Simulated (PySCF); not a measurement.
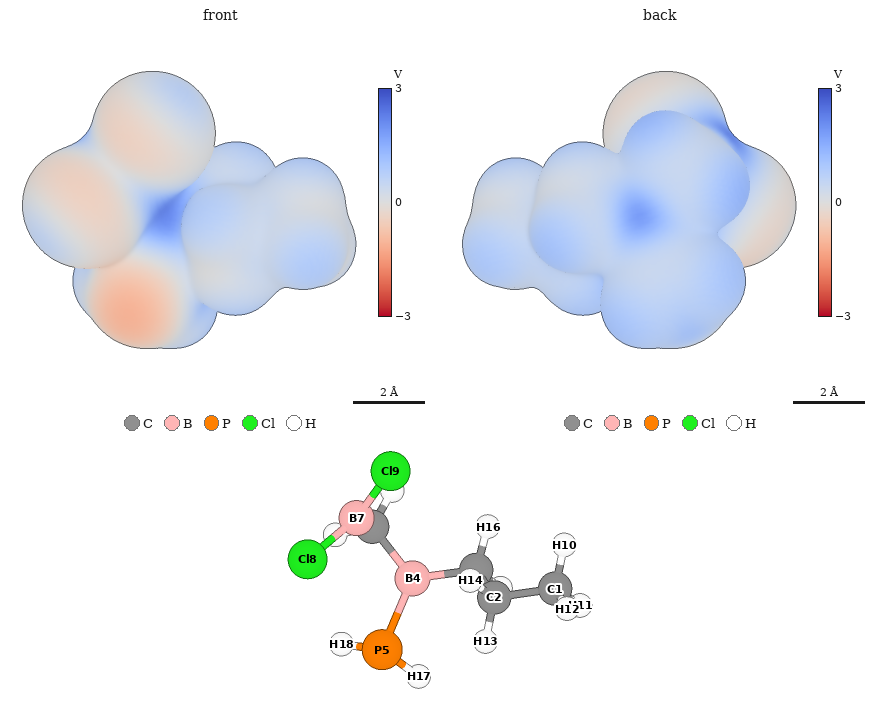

Figure. C4H11B2Cl2P (SMILES CCCB(P)CB(Cl)Cl). The molecular electrostatic potential painted on the density surface at 0.004 e/bohr³, seen from the front and from behind; the colour scale runs from red (negative) to blue (positive). The bare structure is drawn below in the same view.

Geometry: GFN2-xTB.

These are results of PySCF, PBE0/pcSseg-1, SCF density, gas phase, non-relativistic, not measurements.

```tsv
atom	x (Å)	y (Å)	z (Å)
C	2.8577	0.4041	0.1127
C	1.4323	0.0034	0.4692
C	0.5629	-0.1983	-0.7858
B	-0.9179	-0.5679	-0.3743
P	-1.2390	-2.0105	0.7949
C	-2.1076	0.4444	-0.6971
B	-2.1527	1.4512	0.5203
Cl	-2.8967	0.9774	2.0004
Cl	-1.3770	2.9838	0.4485
H	2.8613	1.3418	-0.4390
H	3.3270	-0.3592	-0.5044
H	3.4532	0.5339	1.0137
H	1.4433	-0.9225	1.0524
H	0.9845	0.7797	1.0939
H	1.0261	-0.9914	-1.3806
H	0.6150	0.7125	-1.3866
H	-0.4603	-2.9780	0.1895
H	-2.4330	-2.4759	0.2786
H	-1.9268	0.9688	-1.6344
H	-3.0573	-0.0868	-0.7749
```

> Where is the surface potential most negative and most positive?

The most negative region (about −1.0 V) lies over P5, the most positive (about +2.0 V) over B4 and B7. Cl8 shows a σ-hole: about +0.5 V at the tip opposite its bond, against about −0.2 V on its flanks. Cl9 shows a σ-hole: about +0.6 V at the tip opposite its bond, against about −0.1 V on its flanks.
